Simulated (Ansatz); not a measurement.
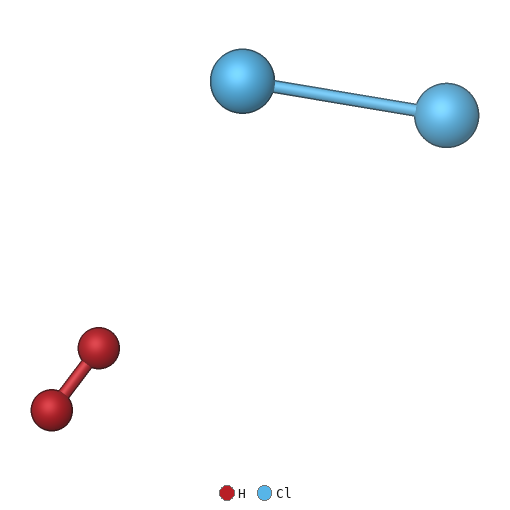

All atoms lie in one plane, which faces the viewer. Computed geometry: PBE-D4/def2-SVP optimisation. No frequency run is at hand to confirm it as a minimum.

List the symmetry elements and name the point group.

It has 1 mirror plane, so the point group is Cs. The group has 2 operations. The geometry is achiral, and symmetry allows a dipole moment.
